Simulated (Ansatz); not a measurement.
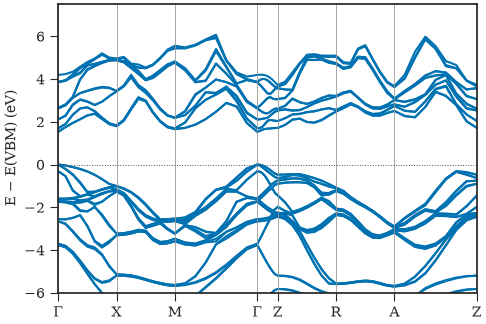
Fig. 1. Band structure from r²SCAN with spin–orbit coupling (plane waves, PAW; program Ansatz)

Problem. Read off the gap and where the band edges lie.

Solution. About 1.5 eV (1.53 eV by a search for the band edges); maximum at Γ, minimum at Γ.

The material is AlGaAs2 in space group P-4m2 (No. 115; Pearson symbol tP8).

The start of the workflow was typed in or built on a structure type; neither database checked (COD, Materials Project) lists it. Whether it is the stable phase at ambient conditions was not checked. The r²SCAN relaxation kept the symmetry of its start; its stability against distortions is not shown here.

Potentials: the earlier of the program's two PAW sets.
